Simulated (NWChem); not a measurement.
**One shape, several levels: BNH4 (SMILES BN)**

Aim: a comparison of 6 runs (BHLYP/def2-TZVPP, B3LYP/def2-TZVPP, M06-2X/def2-TZVPP, PBE0/def2-TZVPP, TPSS/def2-TZVPP, r2SCAN/def2-TZVPP) of BNH4. 

The calculation is run with NWChem 7.3.0.

### 1 The structure to begin with

The species is BNH4 (6 atoms), meant as a singlet with charge 0. SMILES: `BN`. One bond was lengthened or shortened from a relaxed shape.

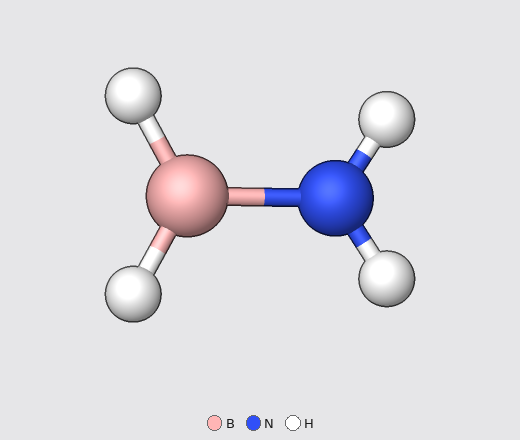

Viewed from a chosen angle; boron pink, nitrogen blue, hydrogen white.

### 2 The energy at BHLYP/def2-TZVPP (run 1)

The input, bh4n.nw:

```
start bh4n
memory total 2200 mb

geometry noautosym nocenter noautoz
B       -0.169352      -0.883187      -0.031061
N        0.146100       0.677400       0.010800
H        0.184648      -1.571587       0.882039
H       -0.753152      -1.332287      -0.974661
H       -0.121600       1.313700      -0.720800
H        0.632000       1.121400       0.771300
end

basis spherical bse
* library def2-TZVPP
end

dft
xc bhlyp
mult 1
grid fine
convergence energy 1e-08
maxiter 100
mulliken
print low
end

task dft energy
```

The run is started by

```
$ nwchem bh4n.nw > bh4n.out
```

What it wrote:

```text
[...]
 d= 0,ls=0.0,diis     1    -81.9669372374 -1.12D+02  3.18D-03  2.54D-01     2.1
[...]
 d= 0,ls=0.0,diis     8    -82.0006310427 -6.86D-10  8.51D-08  1.02D-10    15.1
         Total DFT energy =      -82.000631042699
      One electron energy =     -169.099678885236
           Coulomb energy =       69.402073339017
    Exchange-Corr. energy =      -12.360916967018
 Nuclear repulsion energy =       30.057891470538
[...]
      Total Density - Mulliken Population Analysis
     ---------------------------------------------
    Atom       Charge   Shell Charges
 -----------   ------   -------------------------------------------------------
    1 B    5     4.90   0.91  1.06  0.51  0.49  0.04  0.90  0.73  0.13  0.04  0.07  0.01
    2 N    7     7.47   0.82  1.16  0.54  0.76  0.21  1.54  1.60  0.82  0.00  0.01  0.00
    3 H    1     0.99   0.26  0.49  0.22  0.00  0.01  0.00
    4 H    1     0.99   0.26  0.49  0.22  0.00  0.01  0.00
    5 H    1     0.83   0.27  0.43  0.07  0.02  0.05  0.01
    6 H    1     0.83   0.27  0.43  0.07  0.02  0.05  0.01
[...]
```

Wall time 16 s (1 thread of Intel Xeon Platinum 8488C (Sapphire Rapids), shared host); peak memory 0.12 GiB.

### 3 A single-point energy at B3LYP/def2-TZVPP (run 2)

The input, run.py:

```python
from ase import Atoms
from ase.calculators.nwchem import NWChem

system = Atoms(['B', 'N', 'H', 'H', 'H', 'H'], positions=[
    [-0.169352, -0.883187, -0.031061],
    [0.146100, 0.677400, 0.010800],
    [0.184648, -1.571587, 0.882039],
    [-0.753152, -1.332287, -0.974661],
    [-0.121600, 1.313700, -0.720800],
    [0.632000, 1.121400, 0.771300],
])

calc = NWChem(
    label='sp',
    theory='dft',
    memory='2200 mb',
    basis='def2-TZVPP',
    basispar='spherical bse',
    dft={'xc': 'b3lyp', 'mult': '1', 'grid': 'fine', 'convergence': 'energy 1e-08', 'iterations': '100', 'mulliken': None},
    task='energy',
)
system.calc = calc

print("Total energy (eV):", round(system.get_potential_energy(), 6))
print("dipole (e A):", system.get_dipole_moment().round(4))
```

The run is started by

```
$ export ASE_NWCHEM_COMMAND="nwchem PREFIX.nwi > PREFIX.nwo"
$ python run.py
```

What it wrote:

```text
Total energy (eV): -2232.982944
dipole (e A): [0.0525 0.2602 0.007 ]
```

The calculator wrote sp.nwi:

```
title "sp"

permanent_dir sp

scratch_dir sp

start sp

geometry units angstrom nocenter noautosym noautoz
  B  -1.6935200000000000e-01 -8.8318700000000006e-01 -3.1060999999999998e-02
  N  1.4610000000000001e-01 6.7740000000000000e-01 1.0800000000000001e-02
  H  1.8464800000000001e-01 -1.5715870000000001e+00 8.8203900000000002e-01
  H  -7.5315200000000004e-01 -1.3322870000000000e+00 -9.7466100000000000e-01
  H  -1.2160000000000000e-01 1.3137000000000001e+00 -7.2080000000000000e-01
  H  6.3200000000000001e-01 1.1214000000000000e+00 7.7129999999999999e-01
end

memory 2200 mb

basis spherical bse noprint
   * library def2-TZVPP
end

dft
  xc b3lyp
  mult 1
  grid fine
  convergence energy 1e-08
  iterations 100
  mulliken
end

task dft energy
```

sp.nwo, shortened:

```text
[...]
      One electron energy =     -169.099697336647
[... 1 line left out ...]
    Exchange-Corr. energy =      -12.410336732413
[... 6 lines left out ...]
                       DFT Final Molecular Orbital Analysis
[... 851 lines left out ...]
    Atom       Charge   Shell Charges
[...]
```

It took 16 s on 1 thread of Intel Xeon Platinum 8488C (Sapphire Rapids), shared host; peak memory 0.12 GiB.

### 4 A single-point energy at M06-2X/def2-TZVPP (run 3)

The input, bh4n.nw:

```
start bh4n
memory 2200 mb

geometry units angstroms noautosym nocenter noautoz
   B     -0.169352    -0.883187    -0.031061
   N      0.146100     0.677400     0.010800
   H      0.184648    -1.571587     0.882039
   H     -0.753152    -1.332287    -0.974661
   H     -0.121600     1.313700    -0.720800
   H      0.632000     1.121400     0.771300
end

basis "ao basis" spherical bse
   B library def2-TZVPP
   N library def2-TZVPP
   H library def2-TZVPP
end

dft
   xc m06-2x
   grid fine
   convergence energy 1e-08
   maxiter 100
   mulliken
   print medium
end

task dft energy
```

The run is started by

```
$ nwchem bh4n.nw > bh4n.out
```

What it wrote:

```text
[...]
          Wavefunction type:  closed shell.
          No. of atoms     :     6
          No. of electrons :    16
[...]
          Charge           :     0
          Spin multiplicity:     1
[...]
          AO basis - number of functions:   118
[...]
              XC Information
              --------------
                       M06-2X Method XC Functional
                     Hartree-Fock (Exact) Exchange  0.540
                        M06-2X Exchange Functional  1.000
                      M06-2X Correlation Potential  1.000
[...]
 d= 0,ls=0.0,diis     1    -81.9737923364 -1.12D+02  3.41D-03  2.60D-01     2.7
[...]
 d= 0,ls=0.0,diis     8    -82.0078749489 -5.09D-10  3.24D-07  1.16D-08    17.6
         Total DFT energy =      -82.007874948921
      One electron energy =     -169.058744492079
           Coulomb energy =       69.348950487365
    Exchange-Corr. energy =      -12.355972414745
 Nuclear repulsion energy =       30.057891470538
[...]
      Total Density - Mulliken Population Analysis
     ---------------------------------------------
    Atom       Charge   Shell Charges
 -----------   ------   -------------------------------------------------------
    1 B    5     4.91   0.91  1.06  0.52  0.49  0.04  0.90  0.75  0.13  0.03  0.06  0.01
    2 N    7     7.48   0.82  1.16  0.54  0.75  0.24  1.54  1.59  0.84  0.00  0.01  0.00
    3 H    1     0.99   0.27  0.49  0.22  0.00  0.01  0.00
    4 H    1     0.99   0.27  0.49  0.22  0.00  0.01  0.00
    5 H    1     0.82   0.27  0.43  0.06  0.01  0.04  0.00
    6 H    1     0.82   0.27  0.43  0.06  0.01  0.04  0.00
[...]
```

It took 18 s on 1 thread of Intel Xeon Platinum 8488C (Sapphire Rapids), shared host; peak memory 0.12 GiB.

Runs 4 to 5 aren't shown in full; the table further down has their settings and results.

### 5 A single-point energy at r2SCAN/def2-TZVPP (run 6)

The input, bh4n.nw:

```
start bh4n
title "BH4N energy"
memory 2200 mb

geometry noautosym nocenter noautoz
  B       -0.169352      -0.883187      -0.031061
  N        0.146100       0.677400       0.010800
  H        0.184648      -1.571587       0.882039
  H       -0.753152      -1.332287      -0.974661
  H       -0.121600       1.313700      -0.720800
  H        0.632000       1.121400       0.771300
end

basis spherical bse
  * library def2-TZVPP
end

dft
  xc r2scan
  grid fine
  convergence energy 1e-08
  iterations 100
  mulliken
end

task dft energy
```

The run is started by

```
$ nwchem bh4n.nw > bh4n.out
```

What it wrote:

```text
[...]
          Wavefunction type:  closed shell.
          No. of atoms     :     6
          No. of electrons :    16
[...]
          Charge           :     0
          Spin multiplicity:     1
[...]
          AO basis - number of functions:   118
[...]
              XC Information
              --------------
                      r^2SCAN Method XC Functional
               r^2SCAN metaGGA Exchange Functional  1.000
                     r^2SCAN Correlation Potential  1.000
[...]
 d= 0,ls=0.0,diis     1    -81.9599891259 -1.12D+02  4.66D-03  2.91D-01     2.4
[...]
 d= 0,ls=0.0,diis     8    -81.9937336147 -6.17D-09  1.43D-07  7.17D-10    17.0
         Total DFT energy =      -81.993733614653
      One electron energy =     -169.080525406237
           Coulomb energy =       69.372200874865
    Exchange-Corr. energy =      -12.343300553818
 Nuclear repulsion energy =       30.057891470538
[...]
      Total Density - Mulliken Population Analysis
     ---------------------------------------------
    Atom       Charge   Shell Charges
 -----------   ------   -------------------------------------------------------
    1 B    5     4.92   0.92  1.06  0.51  0.51  0.04  0.90  0.75  0.14  0.03  0.06  0.01
    2 N    7     7.43   0.82  1.15  0.55  0.78  0.22  1.54  1.59  0.77  0.00  0.01  0.00
    3 H    1     1.00   0.26  0.50  0.22  0.00  0.01  0.00
    4 H    1     1.00   0.26  0.50  0.22  0.00  0.01  0.00
    5 H    1     0.82   0.27  0.43  0.06  0.02  0.04  0.01
    6 H    1     0.82   0.27  0.43  0.06  0.02  0.04  0.01
[...]
```

Run time: 18 s. Hardware: 1 thread of Intel Xeon Platinum 8488C (Sapphire Rapids), shared host; peak memory 0.12 GiB.

### 6 The series

```csv
run,level,energy (Eh),wall time
1,BHLYP/def2-TZVPP,-82.000631,16 s
2,B3LYP/def2-TZVPP,-82.060610,16 s
3,M06-2X/def2-TZVPP,-82.007875,18 s
4,PBE0/def2-TZVPP,-81.940503,16 s
5,TPSS/def2-TZVPP,-82.068128,22 s
6,r2SCAN/def2-TZVPP,-81.993734,18 s
```

### 7 Outcome

| quantity | value |
| --- | --- |
| run 6: total energy | -81.99373 Eh |
| run 6: dipole moment | 1.34 D |
| run 6: HOMO energy | -6.79 eV |
| run 6: LUMO energy | -1.16 eV |
| run 6: HOMO–LUMO gap | 5.63 eV |

In words: Over runs 2, 3, 4, 5, 6 the dipole moment (its size) runs from 1.08 D (M06-2X/def2-TZVPP) to 1.38 D (TPSS/def2-TZVPP). Over runs 2, 3, 4, 5, 6 the HOMO–LUMO gap runs from 5.27 eV (TPSS/def2-TZVPP) to 9.54 eV (M06-2X/def2-TZVPP). Totals of different functionals can't be ranked against each other. All runs together took 1.8 min, the longest 22 s.
